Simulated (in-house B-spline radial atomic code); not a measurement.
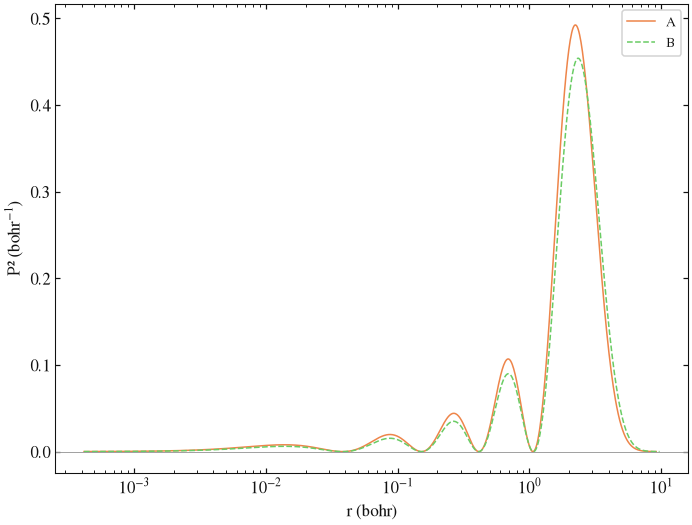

The Cd⁺ ion in [Kr] 4d10 5s1 (high spin) was computed by two methods: Hartree-Fock; LDA (VWN5). Both runs are scalar-relativistic, spin-polarised and spherical. Computed with an in-house B-spline radial code.

The plot shows P² of the 5s up orbital in both runs.

Q: Which curve belongs to which run?

Answer: A is LDA (VWN5) (⟨r⟩ = 2.62 bohr, eigenvalue −13.8 eV); B is Hartree-Fock (⟨r⟩ = 2.78 bohr, eigenvalue −15.7 eV).
